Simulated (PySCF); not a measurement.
**Geometry relaxation of C4H6O3 (part 1 of 4)**

- system: C4H6O3 (acetic anhydride), SMILES CC(=O)OC(C)=O
- method: HF/3-21G, RHF (PySCF 2.14.0)

The geometry comes from this level: GFN2-xTB symmetrised.

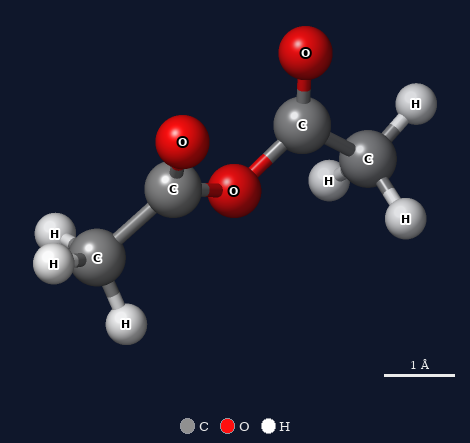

*The input geometry (ball-and-stick view, seen at a tilt).*

Bond lengths as drawn: C–C 1.50 Å, C–H 1.09 Å and C–O 1.19 to 1.38 Å.

**Input file (input.py)**
```python
# acetic anhydride
from pyscf import gto, scf, symm
from pyscf.hessian import thermo
from pyscf.geomopt.geometric_solver import kernel as optimise

mol = gto.M(
    atom=[
    ('C', (0.302553, -0.760623, 2.367211)),
    ('C', (0.586722, -0.549689, 0.908120)),
    ('O', (1.583712, -0.841577, 0.330072)),
    ('O', (-0.522268, 0.010849, 0.313138)),
    ('C', (-0.507815, 0.548049, -0.955431)),
    ('C', (-1.921717, 0.794259, -1.396399)),
    ('O', (0.480069, 0.798704, -1.567466)),
    ('H', (-0.639689, -1.289148, 2.484530)),
    ('H', (1.112808, -1.323965, 2.818429)),
    ('H', (0.210401, 0.207020, 2.855441)),
    ('H', (-1.921017, 1.340754, -2.333846)),
    ('H', (-2.425165, -0.161011, -1.527521)),
    ('H', (-2.452505, 1.353386, -0.630524)),
],
    spin=0,
    verbose=3,
    basis='3-21g',
    max_memory=1860,
)

hf = scf.RHF(mol)
hf.conv_tol = 1e-10
converged, mol_eq = optimise(hf, maxsteps=80)
print('converged:', converged)
print(mol_eq.tostring())

hf.reset(mol_eq)
mol = mol_eq
hf.kernel()
e_tot = hf.e_tot
print('E(%s) = %.9f' % ('HF', e_tot))
hess = hf.Hessian().kernel()
modes = thermo.harmonic_analysis(mol, hess)
thermo.dump_normal_mode(mol, modes)
symm.geom.TOLERANCE = 1e-3  # for the symmetry number
th = thermo.thermo(hf, modes['freq_au'], 298.15, 101325)
thermo.dump_thermo(mol, th)
```

Run on 1 thread of Arm Neoverse V2, 24 GiB of memory available, shared host.

Run as:
```bash
OMP_NUM_THREADS=1 python input.py
```

**Output**
```
#|     Arguments passed to driver run_optimizer():      |#
customengine              <pyscf.geomopt.geometric_solver.PySCFEngine object>
maxiter                   80
----------------------------------------------------------
Custom engine selected.
Bonds will be generated from interatomic distances less than 1.20 times sum of covalent radii
39 internal coordinates being used (instead of 39 Cartesians)
Internal coordinate system (atoms numbered from 1):
Distance 1-2
Distance 1-8
Distance 1-9
Distance 1-10
Distance 2-3
Distance 2-4
Distance 4-5
Distance 5-6
Distance 5-7
Distance 6-11
Distance 6-12
Distance 6-13
Angle 2-1-8
Angle 2-1-9
Angle 2-1-10
Angle 8-1-9
Angle 8-1-10
Angle 9-1-10
Angle 1-2-4
Angle 3-2-4
Angle 2-4-5
Angle 4-5-7
Angle 6-5-7
Angle 5-6-11
Angle 5-6-12
Angle 5-6-13
Angle 11-6-12
Angle 11-6-13
Angle 12-6-13
Out-of-Plane 2-1-3-4
Out-of-Plane 5-4-6-7
Dihedral 8-1-2-3
Dihedral 8-1-2-4
Dihedral 9-1-2-3
Dihedral 9-1-2-4
Dihedral 10-1-2-3
Dihedral 10-1-2-4
Dihedral 1-2-4-5
Dihedral 3-2-4-5
Dihedral 2-4-5-6
Dihedral 2-4-5-7
Dihedral 4-5-6-11
Dihedral 4-5-6-12
Dihedral 4-5-6-13
Dihedral 7-5-6-11
Dihedral 7-5-6-12
Dihedral 7-5-6-13
Translation-X 1-13
Translation-Y 1-13
Translation-Z 1-13
Rotation-A 1-13
Rotation-B 1-13
Rotation-C 1-13
<class 'geometric.internal.Distance'> : 12
<class 'geometric.internal.Angle'> : 17
<class 'geometric.internal.OutOfPlane'> : 2
<class 'geometric.internal.Dihedral'> : 16
<class 'geometric.internal.TranslationX'> : 1
<class 'geometric.internal.TranslationY'> : 1
<class 'geometric.internal.TranslationZ'> : 1
<class 'geometric.internal.RotationA'> : 1
<class 'geometric.internal.RotationB'> : 1
<class 'geometric.internal.RotationC'> : 1
> ===== Optimization Info: ====
> Job type: Energy minimization
> Maximum number of optimization cycles: 80
> Initial / maximum trust radius (Angstrom): 0.100 / 0.300
> Convergence Criteria:
> Will converge when all 5 criteria are reached:
>  |Delta-E| < 1.00e-06
>  RMS-Grad  < 3.00e-04
>  Max-Grad  < 4.50e-04
>  RMS-Disp  < 1.20e-03
>  Max-Disp  < 1.80e-03
> === End Optimization Info ===

Geometry optimization cycle 1
Cartesian coordinates (Angstrom)
 Atom        New coordinates             dX        dY        dZ
   C   0.302553  -0.760623   2.367211    0.000000  0.000000  0.000000
   C   0.586722  -0.549689   0.908120    0.000000  0.000000  0.000000
   O   1.583712  -0.841577   0.330072    0.000000  0.000000  0.000000
   O  -0.522268   0.010849   0.313138    0.000000  0.000000  0.000000
   C  -0.507815   0.548049  -0.955431    0.000000  0.000000  0.000000
   C  -1.921717   0.794259  -1.396399    0.000000  0.000000  0.000000
   O   0.480069   0.798704  -1.567466    0.000000  0.000000  0.000000
   H  -0.639689  -1.289148   2.484530    0.000000  0.000000  0.000000
   H   1.112808  -1.323965   2.818429   -0.000000  0.000000  0.000000
   H   0.210401   0.207020   2.855441    0.000000  0.000000  0.000000
   H  -1.921017   1.340754  -2.333846    0.000000 -0.000000  0.000000
   H  -2.425165  -0.161011  -1.527521    0.000000  0.000000  0.000000
   H  -2.452505   1.353386  -0.630524    0.000000  0.000000  0.000000

WARN: Mole.unit (angstrom) is changed to Bohr

converged SCF energy = -377.457245220609
--------------- RHF_Scanner gradients ---------------
         x                y                z
0 C     0.0008268282     0.0003090964    -0.0039842725
1 C    -0.0011150443     0.0080662238    -0.0173979799
2 O    -0.0047788303     0.0011245016     0.0053834257
3 O    -0.0044078640     0.0000919968     0.0026417270
4 C     0.0145686204    -0.0083463610     0.0093323430
5 C     0.0038931939    -0.0004073206     0.0011541599
6 O    -0.0070292606    -0.0008788598     0.0016964307
7 H    -0.0030999839    -0.0020174043     0.0003336498
8 H     0.0035419028    -0.0028214147     0.0024779922
9 H     0.0004076472     0.0027492444     0.0008977117
10 H    -0.0004317700     0.0027567102    -0.0043424618
11 H    -0.0006836937    -0.0027435927    -0.0007322083
12 H    -0.0016917456     0.0021171799     0.0025394824
----------------------------------------------
cycle 1: E = -377.457245221  dE = -377.457  norm(grad) = 0.0316512
Step    0 : Gradient = 8.778e-03/1.921e-02 (rms/max) Energy = -377.4572452206
Hessian Eigenvalues: 2.30000e-02 2.30000e-02 2.30000e-02 ... 4.95249e-01 1.10639e+00 1.10640e+00

Geometry optimization cycle 2
Cartesian coordinates (Angstrom)
 Atom        New coordinates             dX        dY        dZ
   C   0.275099  -0.745251   2.359717   -0.027454  0.015372 -0.007494
   C   0.628388  -0.605593   0.906610    0.041666 -0.055904 -0.001510
   O   1.618116  -0.948789   0.337541    0.034404 -0.107212  0.007469
   O  -0.442856   0.008410   0.267735    0.079412 -0.002439 -0.045403
   C  -0.481557   0.600722  -0.989398    0.026258  0.052673 -0.033967
   C  -1.924263   0.778485  -1.367340   -0.002546 -0.015774  0.029059
   O   0.482780   0.911278  -1.617726    0.002711  0.112574 -0.050260
   H  -0.691019  -1.220888   2.455802   -0.051330  0.068260 -0.028728
   H   1.034232  -1.324962   2.858209   -0.078576 -0.000997  0.039780
   H   0.207902   0.237868   2.810200   -0.002499  0.030848 -0.045241
   H  -1.987194   1.343534  -2.282545   -0.066177  0.002780  0.051301
   H  -2.383568  -0.193462  -1.502740    0.041597 -0.032451  0.024781
   H  -2.449970   1.285657  -0.570312    0.002535 -0.067729  0.060212
converged SCF energy = -377.458354957904
--------------- RHF_Scanner gradients ---------------
         x                y                z
0 C    -0.0025411311     0.0016212624     0.0006480260
1 C     0.0016995520    -0.0043615269     0.0033290593
2 O     0.0013390193     0.0006951415    -0.0024428143
3 O    -0.0006982840    -0.0009960218     0.0007902062
4 C     0.0019810038     0.0029518648    -0.0000216256
5 C    -0.0006063763    -0.0009687936     0.0007044823
6 O    -0.0001092288     0.0009442880    -0.0037093788
7 H    -0.0000664970     0.0002661592     0.0006014504
8 H    -0.0003319084     0.0003946489    -0.0010154212
9 H    -0.0001145677    -0.0001853011     0.0010192206
10 H     0.0004626890    -0.0003379022     0.0006713254
11 H    -0.0007311004     0.0002073587    -0.0003863608
12 H    -0.0002831704    -0.0002311780    -0.0001881696
----------------------------------------------
cycle 2: E = -377.458354958  dE = -0.00110974  norm(grad) = 0.00929766
Step    1 : Displace = 8.108e-02/1.233e-01 (rms/max) Trust = 1.000e-01 (=) Grad = 2.579e-03/5.744e-03 (rms/max) E (change) = -377.4583549579 (-1.110e-03) Quality = 0.586
Hessian Eigenvalues: 2.25870e-02 2.30000e-02 2.30000e-02 ... 5.27845e-01 1.10639e+00 1.11537e+00

Geometry optimization cycle 3
Cartesian coordinates (Angstrom)
 Atom        New coordinates             dX        dY        dZ
   C   0.298539  -0.753816   2.372109    0.023440 -0.008564  0.012392
   C   0.613578  -0.596359   0.914187   -0.014810  0.009234  0.007577
   O   1.602684  -0.941158   0.345940   -0.015432  0.007631  0.008399
   O  -0.469280   0.006832   0.285108   -0.026423 -0.001578  0.017373
   C  -0.507215   0.589743  -0.974397   -0.025657 -0.010978  0.015001
   C  -1.933976   0.789969  -1.395668   -0.009713  0.011484 -0.028328
   O   0.476423   0.891159  -1.575812   -0.006358 -0.020118  0.041914
   H  -0.659164  -1.242068   2.482487    0.031855 -0.021180  0.026685
   H   1.074441  -1.326486   2.853340    0.040209 -0.001524 -0.004868
   H   0.228019   0.226914   2.825648    0.020116 -0.010954  0.015448
   H  -1.964951   1.349758  -2.315935    0.022244  0.006224 -0.033391
   H  -2.400921  -0.177033  -1.535647   -0.017353  0.016430 -0.032906
   H  -2.472088   1.309551  -0.615606   -0.022117  0.023894 -0.045295
converged SCF energy = -377.458473914112
--------------- RHF_Scanner gradients ---------------
         x                y                z
0 C     0.0015569009    -0.0011854267     0.0007827267
1 C    -0.0011145750    -0.0000545024     0.0010108987
2 O     0.0009423664    -0.0004311892     0.0018417630
3 O     0.0037364234     0.0005262402    -0.0010529362
4 C    -0.0044695481     0.0002453817    -0.0003544770
5 C    -0.0006899686     0.0019212161    -0.0029530927
6 O    -0.0006695468    -0.0009185710     0.0014044865
7 H     0.0005612489     0.0003147895    -0.0003958422
8 H    -0.0004274918     0.0000294960     0.0004348665
9 H     0.0003817188    -0.0003467786    -0.0004495462
10 H    -0.0006345277    -0.0000593482     0.0002086594
11 H     0.0004371059     0.0003478238    -0.0001001619
12 H     0.0003898937    -0.0003891313    -0.0003773446
----------------------------------------------
cycle 3: E = -377.458473914  dE = -0.000118956  norm(grad) = 0.0080911
Step    2 : Displace = 3.694e-02/5.581e-02 (rms/max) Trust = 1.000e-01 (=) Grad = 2.244e-03/4.490e-03 (rms/max) E (change) = -377.4584739141 (-1.190e-04) Quality = 0.360
Hessian Eigenvalues: 2.20946e-02 2.29995e-02 2.30000e-02 ... 7.52373e-01 1.10581e+00 1.13455e+00

Geometry optimization cycle 4
Cartesian coordinates (Angstrom)
 Atom        New coordinates             dX        dY        dZ
   C   0.290655  -0.749726   2.362596   -0.007885  0.004090 -0.009513
   C   0.601821  -0.590881   0.905015   -0.011756  0.005478 -0.009172
   O   1.583472  -0.935612   0.324842   -0.019212  0.005546 -0.021098
   O  -0.481770   0.012139   0.284534   -0.012490  0.005306 -0.000575
   C  -0.493964   0.590494  -0.973847    0.013251  0.000751  0.000550
   C  -1.923345   0.782639  -1.382549    0.010631 -0.007329  0.013119
   O   0.493436   0.893216  -1.568402    0.017014  0.002057  0.007410
   H  -0.666330  -1.240643   2.475258   -0.007166  0.001425 -0.007229
   H   1.070052  -1.321217   2.841393   -0.004388  0.005270 -0.011947
   H   0.218714   0.231587   2.815831   -0.009304  0.004673 -0.009817
   H  -1.962940   1.338743  -2.305652    0.002011 -0.011015  0.010283
   H  -2.386767  -0.187840  -1.513768    0.014154 -0.010807  0.021879
   H  -2.456946   1.304107  -0.599498    0.015141 -0.005444  0.016109
converged SCF energy = -377.458620974919
--------------- RHF_Scanner gradients ---------------
         x                y                z
0 C     0.0001734038    -0.0005314984    -0.0001487833
1 C    -0.0002578068     0.0013410728    -0.0013966661
2 O    -0.0008371850     0.0004506025     0.0008847951
3 O    -0.0013916297     0.0010960398    -0.0017696988
4 C     0.0012456408    -0.0015883229     0.0004042943
5 C    -0.0003461672    -0.0003157402     0.0018423290
6 O     0.0004609025    -0.0002909314     0.0004968324
7 H     0.0000096198     0.0000932204    -0.0002358148
8 H     0.0001422038    -0.0002936649     0.0002671771
9 H     0.0003125154     0.0000670535    -0.0004457422
10 H     0.0005194609     0.0001712450     0.0000352708
11 H     0.0002174465    -0.0001314020    -0.0000695690
12 H    -0.0002484048    -0.0000676742     0.0001355755
----------------------------------------------
cycle 4: E = -377.458620975  dE = -0.000147061  norm(grad) = 0.0046368
Step    3 : Displace = 1.831e-02/2.901e-02 (rms/max) Trust = 1.000e-01 (=) Grad = 1.286e-03/2.504e-03 (rms/max) E (change) = -377.4586209749 (-1.471e-04) Quality = 0.631
Hessian Eigenvalues: 2.09957e-02 2.30000e-02 2.30017e-02 ... 8.28479e-01 1.11007e+00 1.13030e+00

Geometry optimization cycle 5
Cartesian coordinates (Angstrom)
 Atom        New coordinates             dX        dY        dZ
   C   0.293273  -0.748250   2.364906    0.002618  0.001476  0.002309
   C   0.603996  -0.603707   0.904924    0.002174 -0.012826 -0.000090
   O   1.577860  -0.955989   0.315323   -0.005613 -0.020377 -0.009519
   O  -0.477902   0.008942   0.289531    0.003868 -0.003196  0.004998
   C  -0.496676   0.600425  -0.965426   -0.002712  0.009931  0.008421
   C  -1.924171   0.782447  -1.387360   -0.000826 -0.000193 -0.004812
   O   0.488576   0.913384  -1.558381   -0.004861  0.020168  0.010021
   H  -0.665827  -1.233807   2.484583    0.000503  0.006836  0.009325
   H   1.070968  -1.320290   2.844917    0.000916  0.000927  0.003524
   H   0.226628   0.235706   2.813842    0.007913  0.004119 -0.001989
   H  -1.962367   1.338741  -2.310388    0.000573 -0.000002 -0.004735
   H  -2.381287  -0.190541  -1.522581    0.005481 -0.002701 -0.008814
   H  -2.466982   1.299945  -0.608137   -0.010036 -0.004162 -0.008639
converged SCF energy = -377.458670577735
--------------- RHF_Scanner gradients ---------------
         x                y                z
0 C    -0.0010463598     0.0005323730    -0.0001299628
1 C     0.0002721722    -0.0009279436     0.0003748197
2 O    -0.0000400715     0.0008487200    -0.0010640583
3 O     0.0011365572    -0.0006925669     0.0005657460
4 C    -0.0001108789     0.0007696561     0.0010396110
5 C     0.0000502298    -0.0000100081    -0.0003422273
6 O    -0.0001785981    -0.0006616595    -0.0003202195
7 H    -0.0001900134     0.0001268931     0.0001675303
8 H     0.0000293981    -0.0000186436    -0.0003339810
9 H     0.0000497372     0.0001019730     0.0003104310
10 H    -0.0001473597     0.0001247779    -0.0001432353
11 H    -0.0000076254    -0.0000583864    -0.0002074335
12 H     0.0001828123    -0.0001351850     0.0000829797
----------------------------------------------
cycle 5: E = -377.458670578  dE = -4.96028e-05  norm(grad) = 0.00304287
Step    4 : Displace = 1.260e-02/2.326e-02 (rms/max) Trust = 1.000e-01 (=) Grad = 8.439e-04/1.446e-03 (rms/max) E (change) = -377.4586705777 (-4.960e-05) Quality = 0.749
Hessian Eigenvalues: 1.57476e-02 2.29276e-02 2.30000e-02 ... 7.90638e-01 1.11551e+00 1.13010e+00

Geometry optimization cycle 6
Cartesian coordinates (Angstrom)
 Atom        New coordinates             dX        dY        dZ
   C   0.297073  -0.746925   2.366929    0.003800  0.001325  0.002023
   C   0.598104  -0.611899   0.903870   -0.005892 -0.008192 -0.001054
   O   1.567870  -0.984536   0.319710   -0.009989 -0.028548  0.004387
   O  -0.479339   0.010291   0.286810   -0.001437  0.001349 -0.002721
   C  -0.496513   0.610353  -0.965658    0.000163  0.009928 -0.000232
   C  -1.924457   0.780769  -1.391333   -0.000286 -0.001678 -0.003973
   O   0.487573   0.941510  -1.550918   -0.001002  0.028126  0.007463
   H  -0.663860  -1.226340   2.495336    0.001967  0.007467  0.010753
   H   1.073906  -1.320939   2.845633    0.002938 -0.000649  0.000715
   H   0.238586   0.239513   2.811100    0.011959  0.003807 -0.002742
   H  -1.964954   1.339292  -2.312524   -0.002587  0.000551 -0.002137
   H  -2.373151  -0.195460  -1.530405    0.008135 -0.004920 -0.007824
   H  -2.474751   1.291380  -0.612795   -0.007769 -0.008566 -0.004658
converged SCF energy = -377.45868842712
--------------- RHF_Scanner gradients ---------------
         x                y                z
0 C     0.0004664048    -0.0002552396     0.0000605444
1 C    -0.0004881373    -0.0004407182    -0.0006411807
2 O     0.0010009244    -0.0003108307     0.0010567795
3 O    -0.0008663137     0.0000982031     0.0003746627
4 C     0.0000957618     0.0005410898     0.0004970842
5 C     0.0000728611     0.0001236803    -0.0002305388
6 O    -0.0001151841     0.0002181185    -0.0012068348
7 H     0.0000366216     0.0001645580    -0.0000267203
8 H    -0.0001377451     0.0000190150     0.0000640620
9 H     0.0001180864    -0.0000109346     0.0001744589
10 H    -0.0001446680    -0.0000081106     0.0000883122
11 H    -0.0000745345     0.0000190573    -0.0001877325
12 H     0.0000359226    -0.0001578882    -0.0000228967
----------------------------------------------
cycle 6: E = -377.458688427  dE = -1.78494e-05  norm(grad) = 0.00256507
Step    5 : Displace = 1.442e-02/3.042e-02 (rms/max) Trust = 1.000e-01 (=) Grad = 7.114e-04/1.488e-03 (rms/max) E (change) = -377.4586884271 (-1.785e-05) Quality = 0.494
Hessian Eigenvalues: 1.06576e-02 2.30000e-02 2.30033e-02 ... 8.66202e-01 1.11215e+00 1.14103e+00

Geometry optimization cycle 7
Cartesian coordinates (Angstrom)
 Atom        New coordinates             dX        dY        dZ
   C   0.300661  -0.746072   2.367679    0.003587  0.000853  0.000750
   C   0.592678  -0.614973   0.902782   -0.005426 -0.003073 -0.001089
   O   1.553688  -0.994298   0.308742   -0.014183 -0.009762 -0.010968
   O  -0.485730   0.009545   0.290708   -0.006391 -0.000747  0.003898
   C  -0.498475   0.611948  -0.960080   -0.001962  0.001595  0.005578
   C  -1.923683   0.780039  -1.394528    0.000774 -0.000729 -0.003195
   O   0.489993   0.951483  -1.532779    0.002420  0.009973  0.018139
   H  -0.659088  -1.226106   2.502786    0.004772  0.000233  0.007450
   H   1.080593  -1.318017   2.843959    0.006687  0.002922 -0.001674
   H   0.243525   0.241971   2.807981    0.004939  0.002458 -0.003119
   H  -1.958434   1.337794  -2.316337    0.006520 -0.001498 -0.003812
   H  -2.369661  -0.197103  -1.534983    0.003490 -0.001643 -0.004577
   H  -2.479977   1.290796  -0.620177   -0.005227 -0.000583 -0.007382
converged SCF energy = -377.458723778207
```
